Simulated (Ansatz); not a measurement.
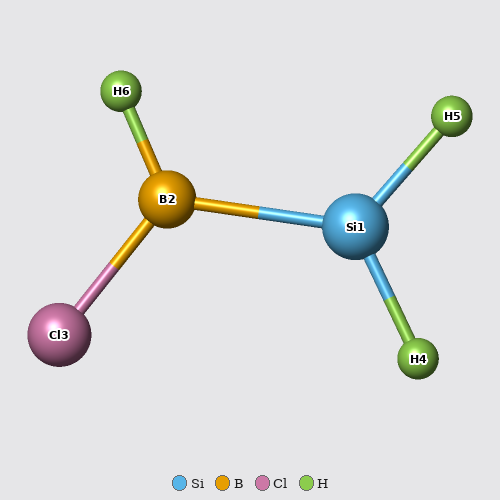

The system is BClH₃Si, SMILES [SiH2]BCl, spin multiplicity 2; the picture shows the reference structure. 
- Coordinates scanned: (1) bond length Si1–B2; (2) angle Si1–B2–Cl3.
- Nothing is relaxed (all other coordinates rigid).
- The scan uses a 9 × 9 grid.
- Energies are in kcal/mol, from the relaxed molecule at the same level.
- Level of theory: UKS PBE0-D4/def2-TZVP in Ansatz.

Its coordinates:

```xyz
6

Si   -0.6832    0.4585   -0.4773
B     0.7628   -0.3278    0.5417
Cl    0.9576   -2.0672    0.6017
H    -1.6787   -0.3281   -1.2417
H    -0.9017    1.9209   -0.5678
H     1.5432    0.3436    1.1434
```

Range: bond length Si1–B2 from 1.665 to 2.710 Å; angle Si1–B2–Cl3 from 85.3 to 155.3°.

Q: What landscape does the calculation give?

A: The lowest grid point is at bond length Si1–B2 = 1.926 Å, angle Si1–B2–Cl3 = 120.3°, 0.019 kcal/mol from the relaxed molecule at the same level. No other kind of well shows on this grid. The highest grid point, bond length Si1–B2 = 2.710 Å, angle Si1–B2–Cl3 = 85.3°, lies 61.2 kcal/mol above the lowest. Round the minimum the two coordinates are nearly uncoupled.

```tsv
angle Si1–B2–Cl3 ↓, bond length Si1–B2 →	1.665	1.795	1.926	2.057	2.187	2.318	2.449	2.579	2.710
155.3	32.7	18.6	15.5	18.6	25.0	33.0	41.6	50.2	58.5
146.6	27.4	12.6	8.9	11.7	18.0	26.1	35.0	44.0	52.8
137.8	23.6	8.2	4.0	6.6	12.8	21.1	30.2	39.5	48.7
129.1	21.3	5.5	1.1	3.5	9.7	18.1	27.3	36.8	46.2
120.3	20.7	4.6	0.0	2.4	8.6	17.0	26.2	35.8	45.4
111.6	22.0	5.8	1.1	3.4	9.6	17.9	27.2	36.7	46.2
102.8	25.8	9.4	4.7	6.9	13.0	21.2	30.3	39.6	48.9
94.1	33.2	16.4	11.3	13.2	19.1	27.1	35.9	44.9	53.8
85.3	47.0	28.6	22.5	23.7	28.9	36.3	44.6	53.0	61.3
```

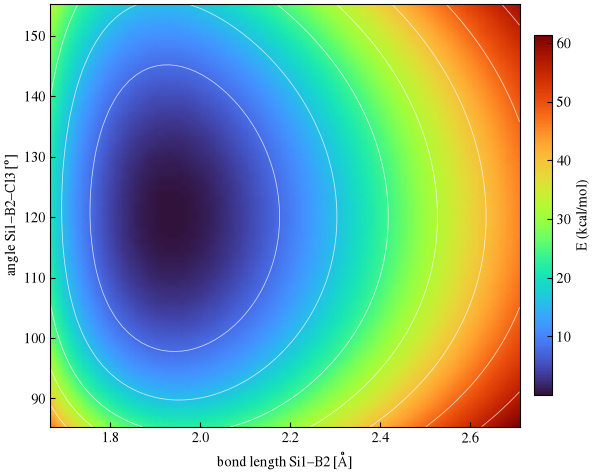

The picture shows a smooth colour map with a few white contour lines. Between grid points the surface is interpolated.

Each point was launched as `ansatz run input.yaml --threads 1 --pin off --max-ram 2560MiB --backend cpu --events-out ev --progress --plain --runs-dir out`. The whole map (81 points run) took 10 min on 1 thread of Intel(R) Xeon(R) Platinum 8259CL CPU @ 2.50GHz (Skylake/Cascade Lake), on a shared host.
